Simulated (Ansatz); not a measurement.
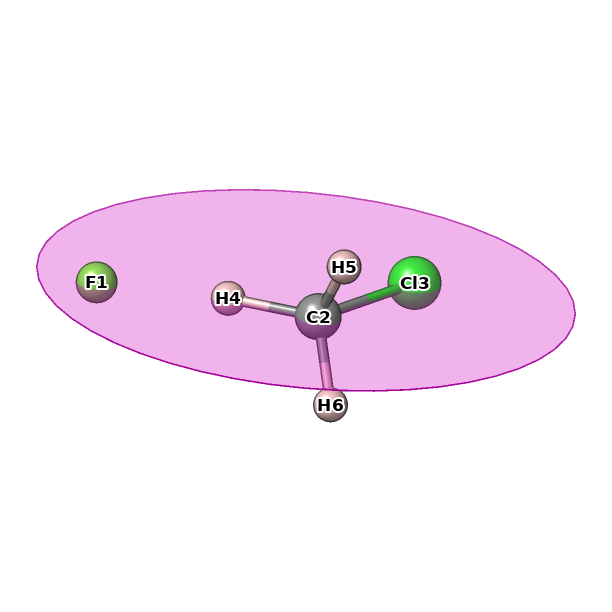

A disc through the centre of mass is drawn in. Distant atoms are faded towards the background colour. The species has charge −1 and is a spin singlet. Computed geometry: PBE0-D4/def2-TZVPD optimisation.

Q: Is the plane of the disc a mirror plane of the structure?

A: Yes. The reflection leaves F1, C2, Cl3, H4 in place and moves H5 ↔ H6. The point group is Cs.
